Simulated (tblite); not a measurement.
**SiPH5: geometry relaxation**

SiPH5, computed with GFN2-xTB geometry optimisation, gas phase (tblite 0.8.0).

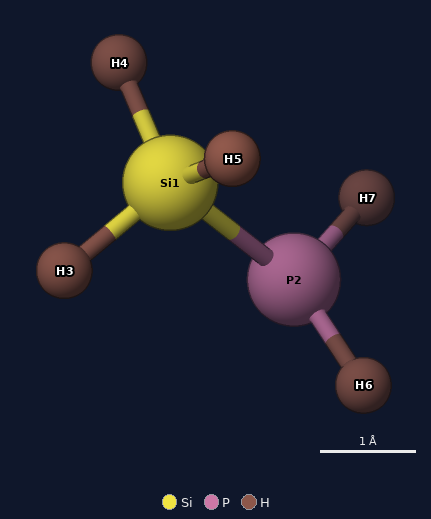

The starting structure (ball-and-stick view, seen at a tilt; atoms are numbered from 1 in the order of the input).

**Key numbers**

| quantity | value |
| --- | --- |
| outcome | converged |
| total energy | −184.7140 eV |
| hardware | 1 CPU thread, shared host |
| peak memory | 0.19 GiB |

**Input file**
```
{"job": {"kind": "relax", "xc": "GFN2-xTB", "basis": "xTB"}, "charge": 0, "multiplicity": 1}
Si    -0.878400     0.125200    -0.023000
P      1.246100    -0.138800    -0.286500
H     -1.525400    -0.751600    -1.014300
H     -1.291600     1.539800    -0.272300
H     -1.354600    -0.343500     1.316600
H      1.758500    -1.418500     0.143800
H      2.052100     0.997200     0.081600
```

The first line tells a small driver script what to run in tblite; the rest is the geometry in Å.

Launch command:
```bash
OMP_NUM_THREADS=1 python <driver script> task.json out
```

**The program's output**
```
step      E/eV     max force
  0    -183.81966    2.127
  1    -183.96821    1.692
  2    -184.28593    1.907
  3    -184.45862    1.972
  4    -184.55632    1.504
  5    -184.60147    0.830
  6    -184.62641    0.472
  7    -184.63279    0.429
  8    -184.65237    0.394
  9    -184.65883    0.373
 10    -184.67472    0.320
 11    -184.68334    0.348
 12    -184.69279    0.316
 13    -184.69747    0.153
 14    -184.69977    0.118
 15    -184.70109    0.108
 16    -184.70267    0.139
 17    -184.70457    0.136
 18    -184.70612    0.102
 19    -184.70689    0.068
 20    -184.70722    0.049
 21    -184.70745    0.057
 22    -184.70773    0.075
 23    -184.70807    0.077
 24    -184.70841    0.053
 25    -184.70859    0.036
 26    -184.70865    0.018
 27    -184.70868    0.020
 28    -184.70874    0.028
 29    -184.70883    0.039
 30    -184.70896    0.049
 31    -184.70907    0.040
 32    -184.70914    0.027
 33    -184.70920    0.042
 34    -184.70933    0.063
 35    -184.70961    0.091
 36    -184.71018    0.120
 37    -184.71099    0.143
 38    -184.71206    0.112
 39    -184.71295    0.035
 40    -184.71317    0.052
 41    -184.71335    0.049
 42    -184.71350    0.034
 43    -184.71368    0.027
 44    -184.71376    0.026
 45    -184.71386    0.021
 46    -184.71392    0.023
 47    -184.71395    0.010
 48    -184.71396    0.005
```

**Trajectory as extended XYZ (Å, eV, eV/Å), 15 of the 49 frames kept, from step=0 to step=48**
```
7
Properties=species:S:1:pos:R:3:forces:R:3 step=0 energy=-183.81966
Si   -0.8784    0.1252   -0.0230   -1.1350   0.1010   0.8370
P     1.2461   -0.1388   -0.2865    1.4300  -0.1090  -1.5710
H    -1.5254   -0.7516   -1.0143    0.1810   0.0980   0.0510
H    -1.2916    1.5398   -0.2723    0.3480  -0.5340   0.1300
H    -1.3546   -0.3435    1.3166    0.0450   0.2690  -0.3610
H     1.7585   -1.4185    0.1438   -0.2830   1.5250   0.4060
H     2.0521    0.9972    0.0816   -0.5860  -1.3500   0.5080
7
Properties=species:S:1:pos:R:3:forces:R:3 step=3 energy=-184.45862
Si   -0.9329    0.1211    0.0310    1.5670  -0.4290  -1.1180
P     1.3290   -0.1459   -0.5114   -1.1370   0.1040  -0.8320
H    -1.5044   -0.7382   -1.0046   -0.0890  -0.0340   0.0250
H    -1.2543    1.4913   -0.2559   -0.0610   0.4790   0.0240
H    -1.3590   -0.3205    1.3087   -0.2050  -0.2080   0.9220
H     1.7337   -1.2414    0.2128   -0.0310   0.1900   0.4490
H     1.9946    0.8435    0.1653   -0.0440  -0.1020   0.5300
7
Properties=species:S:1:pos:R:3:forces:R:3 step=7 energy=-184.63279
Si   -0.8536    0.0969   -0.0014   -0.0930   0.0190   0.0560
P     1.3051   -0.1413   -0.5886    0.1060   0.0060   0.0560
H    -1.5120   -0.7450   -1.0067   -0.0120  -0.0090   0.0600
H    -1.2419    1.4993   -0.2454    0.1500  -0.1860   0.0920
H    -1.3542   -0.3163    1.3354    0.3060   0.1200  -0.2750
H     1.7080   -1.1739    0.2449   -0.2130   0.0110  -0.0180
H     1.9553    0.7901    0.2077   -0.2440   0.0400   0.0290
7
Properties=species:S:1:pos:R:3:forces:R:3 step=10 energy=-184.67472
Si   -0.8269    0.0843   -0.0298   -0.0220  -0.0150  -0.1060
P     1.3114   -0.1371   -0.6062    0.1600  -0.0240  -0.0950
H    -1.5212   -0.7532   -0.9929   -0.1190  -0.1370  -0.1340
H    -1.1993    1.4717   -0.2191   -0.0100   0.2920  -0.0730
H    -1.2717   -0.2914    1.3001    0.1030  -0.1170   0.2790
H     1.6397   -1.1577    0.2562   -0.0480  -0.1600   0.0440
H     1.8747    0.7933    0.2376   -0.0640   0.1610   0.0850
7
Properties=species:S:1:pos:R:3:forces:R:3 step=14 energy=-184.69977
Si   -0.8215    0.0797   -0.0634   -0.0460   0.0360   0.0240
P     1.3370   -0.1375   -0.6123   -0.0500   0.0040   0.0700
H    -1.5461   -0.7780   -1.0006   -0.0200   0.0270   0.0050
H    -1.1702    1.4913   -0.2140   -0.0090   0.0180  -0.0870
H    -1.1887   -0.2923    1.3075    0.1030  -0.0550  -0.0160
H     1.5863   -1.1810    0.2641    0.0450   0.0760  -0.0090
H     1.8098    0.8276    0.2645   -0.0230  -0.1070   0.0130
7
Properties=species:S:1:pos:R:3:forces:R:3 step=17 energy=-184.70457
Si   -0.8268    0.0848   -0.0643   -0.0420  -0.0080  -0.0910
P     1.3339   -0.1371   -0.6114   -0.1100   0.0090  -0.0420
H    -1.5555   -0.7788   -1.0032    0.0300   0.0990   0.0890
H    -1.1672    1.5008   -0.2295   -0.0100  -0.0660  -0.0420
H    -1.1577   -0.3033    1.3105    0.0540  -0.0160  -0.0190
H     1.5854   -1.1687    0.2676    0.0400  -0.0670   0.0370
H     1.7945    0.8121    0.2761    0.0370   0.0480   0.0690
7
Properties=species:S:1:pos:R:3:forces:R:3 step=21 energy=-184.70745
Si   -0.8328    0.0885   -0.0699    0.0320  -0.0020   0.0190
P     1.3248   -0.1360   -0.6059    0.0560   0.0030   0.0110
H    -1.5631   -0.7713   -0.9982   -0.0410   0.0110  -0.0040
H    -1.1682    1.5009   -0.2451   -0.0340  -0.0130  -0.0220
H    -1.1290   -0.3112    1.3075   -0.0040   0.0070   0.0070
H     1.5873   -1.1740    0.2696   -0.0060   0.0070  -0.0190
H     1.7877    0.8128    0.2878   -0.0030  -0.0140   0.0070
7
Properties=species:S:1:pos:R:3:forces:R:3 step=24 energy=-184.70841
Si   -0.8281    0.0887   -0.0682   -0.0210  -0.0100  -0.0410
P     1.3309   -0.1344   -0.6047    0.0350   0.0130   0.0370
H    -1.5745   -0.7627   -0.9955    0.0070   0.0110   0.0230
H    -1.1790    1.4965   -0.2573   -0.0030  -0.0180   0.0060
H    -1.1230   -0.3127    1.3087    0.0000   0.0160   0.0120
H     1.5905   -1.1780    0.2671   -0.0070   0.0260  -0.0270
H     1.7900    0.8124    0.2958   -0.0090  -0.0390  -0.0090
7
Properties=species:S:1:pos:R:3:forces:R:3 step=27 energy=-184.70868
Si   -0.8264    0.0875   -0.0711   -0.0030   0.0000   0.0000
P     1.3346   -0.1329   -0.6049   -0.0090   0.0070  -0.0050
H    -1.5781   -0.7608   -0.9933   -0.0030  -0.0180  -0.0030
H    -1.1804    1.4936   -0.2594   -0.0030   0.0050   0.0020
H    -1.1175   -0.3108    1.3085    0.0020   0.0160  -0.0030
H     1.5880   -1.1762    0.2659    0.0050  -0.0080  -0.0080
H     1.7864    0.8094    0.3002    0.0100  -0.0010   0.0170
7
Properties=species:S:1:pos:R:3:forces:R:3 step=31 energy=-184.70907
Si   -0.8284    0.0864   -0.0764    0.0170   0.0170   0.0320
P     1.3359   -0.1260   -0.6034   -0.0010  -0.0020  -0.0080
H    -1.5830   -0.7682   -0.9907    0.0110  -0.0130  -0.0020
H    -1.1859    1.4918   -0.2614   -0.0040   0.0090  -0.0180
H    -1.1126   -0.2985    1.3080   -0.0060  -0.0040   0.0030
H     1.5899   -1.1792    0.2559   -0.0060  -0.0080  -0.0150
H     1.7907    0.8036    0.3139   -0.0110   0.0020   0.0100
7
Properties=species:S:1:pos:R:3:forces:R:3 step=34 energy=-184.70933
Si   -0.8284    0.0888   -0.0744   -0.0130  -0.0080  -0.0280
P     1.3364   -0.1222   -0.6028    0.0030   0.0130   0.0090
H    -1.5836   -0.7718   -0.9883    0.0450   0.0220   0.0380
H    -1.1920    1.4925   -0.2685    0.0070  -0.0100  -0.0090
H    -1.1122   -0.2942    1.3099   -0.0080  -0.0020   0.0130
H     1.5927   -1.1828    0.2472   -0.0150  -0.0050  -0.0180
H     1.7937    0.7995    0.3229   -0.0200  -0.0100  -0.0060
7
Properties=species:S:1:pos:R:3:forces:R:3 step=38 energy=-184.71206
Si   -0.8235    0.1076   -0.0695   -0.0600  -0.0540  -0.0780
P     1.3419   -0.0734   -0.6009    0.0130   0.0240   0.0640
H    -1.5512   -0.8193   -0.9431    0.0420   0.0540   0.0420
H    -1.2288    1.4915   -0.3266    0.0330  -0.0470   0.0060
H    -1.1043   -0.2333    1.3262    0.0040   0.0120   0.0260
H     1.5848   -1.2175    0.1425   -0.0340   0.0480  -0.0260
H     1.7878    0.7542    0.4172    0.0020  -0.0360  -0.0340
7
Properties=species:S:1:pos:R:3:forces:R:3 step=41 energy=-184.71335
Si   -0.8238    0.1114   -0.0743    0.0110   0.0020   0.0480
P     1.3453   -0.0424   -0.5956   -0.0050   0.0050  -0.0090
H    -1.5343   -0.8458   -0.9169   -0.0190  -0.0170  -0.0350
H    -1.2440    1.4840   -0.3531    0.0130  -0.0080  -0.0210
H    -1.0951   -0.1920    1.3329    0.0020  -0.0040   0.0120
H     1.5751   -1.2263    0.0828   -0.0220   0.0120  -0.0050
H     1.7834    0.7209    0.4700    0.0210   0.0090   0.0100
7
Properties=species:S:1:pos:R:3:forces:R:3 step=45 energy=-184.71386
Si   -0.8237    0.1152   -0.0678   -0.0060  -0.0160  -0.0130
P     1.3466   -0.0166   -0.5898   -0.0110   0.0060  -0.0120
H    -1.5226   -0.8630   -0.9009    0.0070   0.0080   0.0070
H    -1.2567    1.4756   -0.3836    0.0060   0.0000  -0.0010
H    -1.0932   -0.1653    1.3443   -0.0010  -0.0040   0.0050
H     1.5673   -1.2306    0.0341   -0.0080  -0.0060   0.0050
H     1.7891    0.6945    0.5095    0.0130   0.0110   0.0090
7
Properties=species:S:1:pos:R:3:forces:R:3 step=48 energy=-184.71396
Si   -0.8246    0.1119   -0.0674    0.0010  -0.0010   0.0030
P     1.3443   -0.0247   -0.5920    0.0020   0.0020   0.0010
H    -1.5261   -0.8557   -0.9093   -0.0020  -0.0030   0.0020
H    -1.2486    1.4769   -0.3741   -0.0010   0.0040  -0.0010
H    -1.0961   -0.1773    1.3430    0.0000  -0.0020  -0.0050
H     1.5665   -1.2280    0.0524   -0.0030   0.0010   0.0010
H     1.7913    0.7067    0.4933    0.0020  -0.0020  -0.0010
```

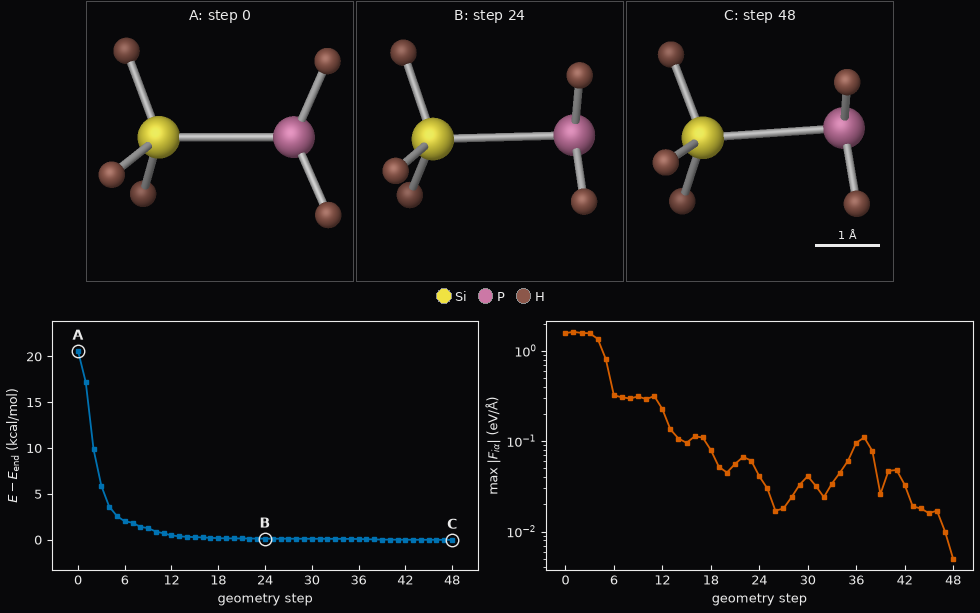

Frames of the relaxation (ball-and-stick view, seen at a tilt) above the curves, on which the letters mark them (steps are counted from 0).

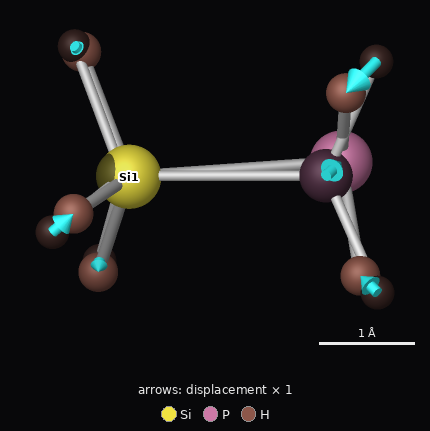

Start (faint) and end (solid) with the displacements as teal arrows, at true length (ball-and-stick view, seen at a tilt). The two geometries are laid on each other by the best rigid fit. The energy falls by 20.6 kcal/mol in 48 geometry steps. The largest force component goes from 1.6 to 0.005 eV/Å. H7 moves most after the best rigid fit: 0.56 Å. Largest moves by element: H 0.56 Å, P 0.34 Å, Si 0.07 Å. Distances before and after: Si1–P2 2.157 → 2.236 Å, P2–H6 1.444 → 1.383 Å, Si1–H4 1.495 → 1.462 Å, Si1–H5 1.497 → 1.465 Å. Among the angles that change: H6–P2–H7 115.1° → 92.4°, Si1–P2–H6 114.9° → 95.7°, P2–Si1–H4 111.6° → 106.8°. (Atoms are counted from 1 in the order of the input.)
